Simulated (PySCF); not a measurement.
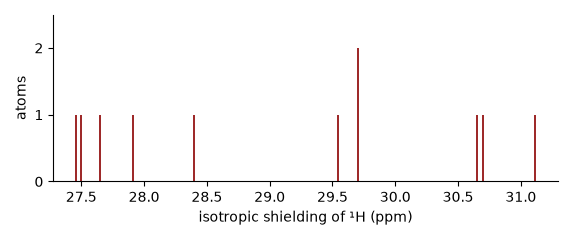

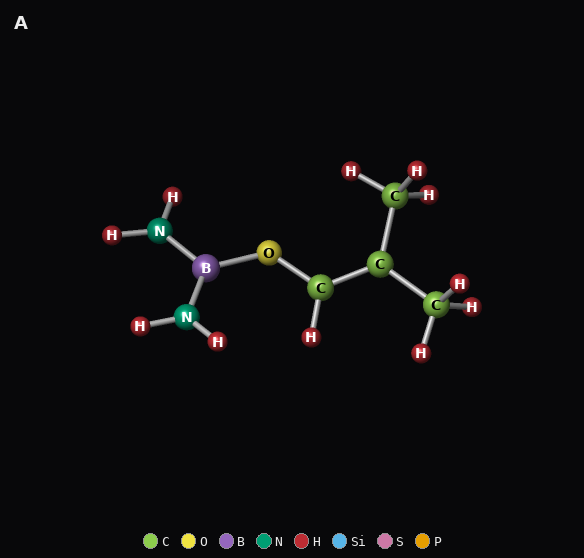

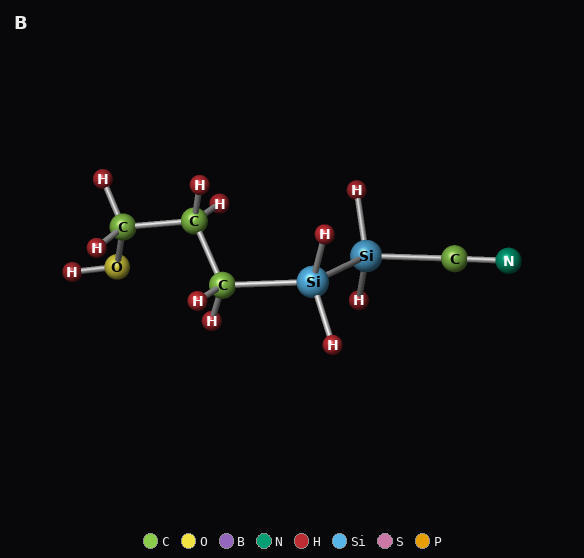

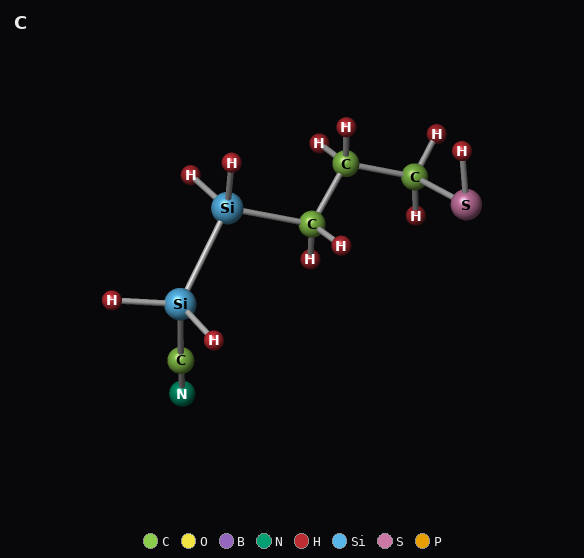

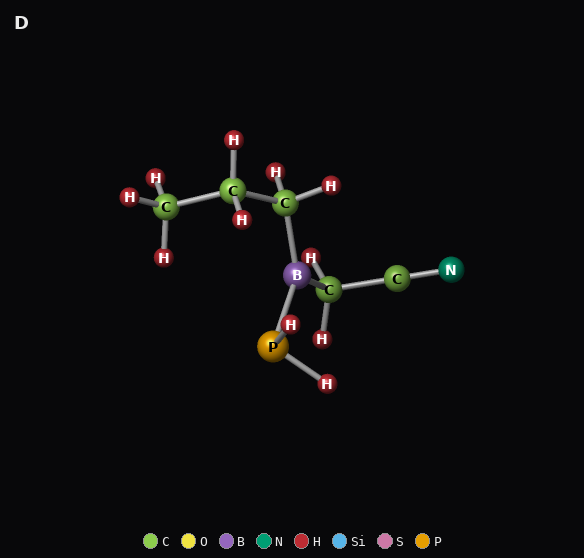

The sticks are computed shieldings of one of the molecules, for one fixed geometry (GFN2-xTB) without averaging over rotations. Low shielding means a high chemical shift. Method: GIAO PBE0/pcSseg-1 NMR shielding, non-relativistic, gas phase (PySCF 2.14.0).

**Which molecule gives this pattern?**

C, `N#C[SiH2][SiH2]CCCS`. Its 11 H atoms give lines at 27.46, 27.50, 27.65, 27.91, 28.40, 29.55, 29.70 (2 atoms), 30.65, 30.70, 31.11 ppm.

The geometry is semi-empirical. Around B, P, Si such bond lengths and angles can be off by a tenth of an ångström or more and by several degrees, and values that hang on the shape move with them.
